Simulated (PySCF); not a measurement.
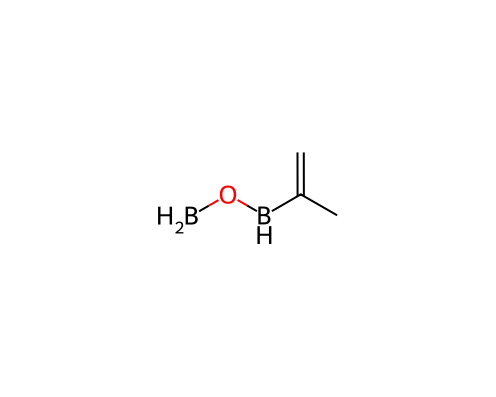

> Give its SMILES.

BOBC(=C)C

> What is the molecular formula?

C3H8B2O.

More results for the same structure follow; atom numbers are the same in all pictures, views and colours differ. The geometry was computed by an optimisation with PBE0-D3(BJ)/def2-SVP. No frequency run is at hand to confirm it as a minimum.

Geometry

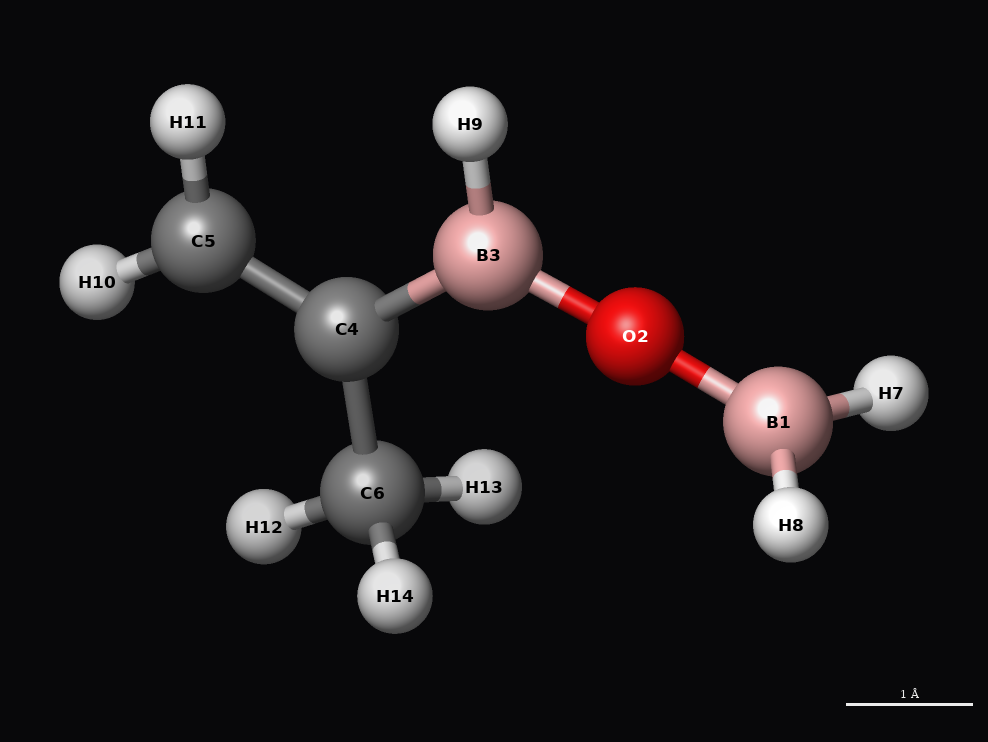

The atoms are numbered. No frequency run is at hand to confirm it as a minimum.

What are the angles O2–B1–H7, O2–B1–H8, B1–O2–B3, O2–B3–C4, O2–B3–H9, C4–B3–H9, B3–C4–C5, B3–C4–C6, C5–C4–C6, C4–C5–H10, C4–C5–H11, C4–C6–H12, C4–C6–H13, C4–C6–H14?

```tsv
angle	degrees
O2–B1–H7	118.8
O2–B1–H8	118.8
B1–O2–B3	178.0
O2–B3–C4	120.3
O2–B3–H9	117.8
C4–B3–H9	121.8
B3–C4–C5	117.0
B3–C4–C6	120.5
C5–C4–C6	122.5
C4–C5–H10	122.3
C4–C5–H11	121.0
C4–C6–H12	112.3
C4–C6–H13	111.1
C4–C6–H14	111.0
```

Levels of theory compared

No frequency run is at hand to confirm it as a minimum. Program: PySCF 2.14.0.

Tabulate HOMO energy (eV), HOMO–LUMO gap (eV) at these levels: PBE0/6-311+G(2d,p); PBE0/6-31G*; PBE0/IGLO-III; PBE0/aug-cc-pVDZ; PBE0/cc-pVDZ; PBE0/cc-pVTZ; PBE0/def2-SVP; PBE0/def2-TZVP; PBE0/pcSseg-0; PBE0/pcSseg-2.

```json
{"level": "PBE0/6-311+G(2d,p)", "HOMO energy (eV)": "−7.68", "HOMO–LUMO gap (eV)": "6.42"}
{"level": "PBE0/6-31G*", "HOMO energy (eV)": "−7.46", "HOMO–LUMO gap (eV)": "6.56"}
{"level": "PBE0/IGLO-III", "HOMO energy (eV)": "−7.67", "HOMO–LUMO gap (eV)": "6.43"}
{"level": "PBE0/aug-cc-pVDZ", "HOMO energy (eV)": "−7.66", "HOMO–LUMO gap (eV)": "6.40"}
{"level": "PBE0/cc-pVDZ", "HOMO energy (eV)": "−7.58", "HOMO–LUMO gap (eV)": "6.49"}
{"level": "PBE0/cc-pVTZ", "HOMO energy (eV)": "−7.66", "HOMO–LUMO gap (eV)": "6.47"}
{"level": "PBE0/def2-SVP", "HOMO energy (eV)": "−7.64", "HOMO–LUMO gap (eV)": "6.50"}
{"level": "PBE0/def2-TZVP", "HOMO energy (eV)": "−7.67", "HOMO–LUMO gap (eV)": "6.46"}
{"level": "PBE0/pcSseg-0", "HOMO energy (eV)": "−7.76", "HOMO–LUMO gap (eV)": "6.58"}
{"level": "PBE0/pcSseg-2", "HOMO energy (eV)": "−7.69", "HOMO–LUMO gap (eV)": "6.44"}
```

Charges

The questions are on Mulliken charges. No frequency run is at hand to confirm it as a minimum. Properties computed with PBE0/def2-TZVP, gas phase (PySCF 2.14.0).

List the Mulliken charges.

```json
{"atom": "B1", "value (e)": "0.10"}
{"atom": "O2", "value (e)": "−0.20"}
{"atom": "B3", "value (e)": "0.11"}
{"atom": "C4", "value (e)": "−0.03"}
{"atom": "C5", "value (e)": "−0.25"}
{"atom": "C6", "value (e)": "−0.39"}
{"atom": "H7", "value (e)": "0.00"}
{"atom": "H8", "value (e)": "0.00"}
{"atom": "H9", "value (e)": "0.00"}
{"atom": "H10", "value (e)": "0.12"}
{"atom": "H11", "value (e)": "0.14"}
{"atom": "H12", "value (e)": "0.12"}
{"atom": "H13", "value (e)": "0.13"}
{"atom": "H14", "value (e)": "0.13"}
```

Quadrupole coupling

No frequency run is at hand to confirm it as a minimum. Electric field gradients from the ground-state density, PBE0/6-311+G(2d,p) (PySCF 2.14.0), non-relativistic apart from any core potentials.

Give the largest field-gradient component, the quadrupole coupling constant and the asymmetry for 11B at B1 (Q = 40.59 mb), 17O at O2 (Q = −25.6 mb), 11B at B3 (Q = 40.59 mb), 2H at H7 (Q = 2.86 mb), 2H at H8 (Q = 2.86 mb), 2H at H9 (Q = 2.86 mb), 2H at H10 (Q = 2.86 mb).

```csv
atom,V_zz (a.u.),e²qQ/h (MHz),η
B1,0.444,4.24,0.44
O2,0.832,−5.01,0.22
B3,0.402,3.84,0.55
H7,0.191,0.128,0.06
H8,0.191,0.128,0.06
H9,0.191,0.129,0.01
H10,0.301,0.202,0.03
```

Mulliken values depend strongly on the basis set and can even reverse the polarity of a bond.
